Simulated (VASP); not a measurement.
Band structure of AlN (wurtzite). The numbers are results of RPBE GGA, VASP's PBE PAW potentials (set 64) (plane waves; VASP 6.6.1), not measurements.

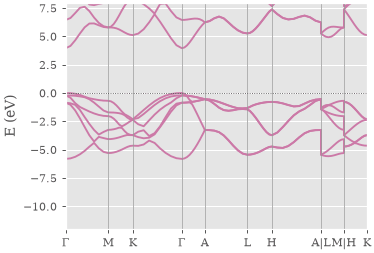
Figure. Bands along high-symmetry lines, zero at the valence-band maximum or, without a gap, the Fermi level

Read the plot: is there a gap, and where are the band edges?

The gap is direct, 3.95 eV, from the valence maximum at Γ to the conduction minimum at Γ. (Edges off the drawn lines would not show.)

Measured: gap 6.51 eV (computed value off by -2.56 eV), as given by Martin Feneberg et al., Physical Review B (2010), doi:10.1103/physrevb.82.075208 [zero-point renormalisation of 0.417 eV (from the measured temperature dependence, row gaps:miglio2020:AlN_wz:gap_zpr, arXiv:2011.12765) added back].

The compound is AlN in the wurtzite structure. It was relaxed first.
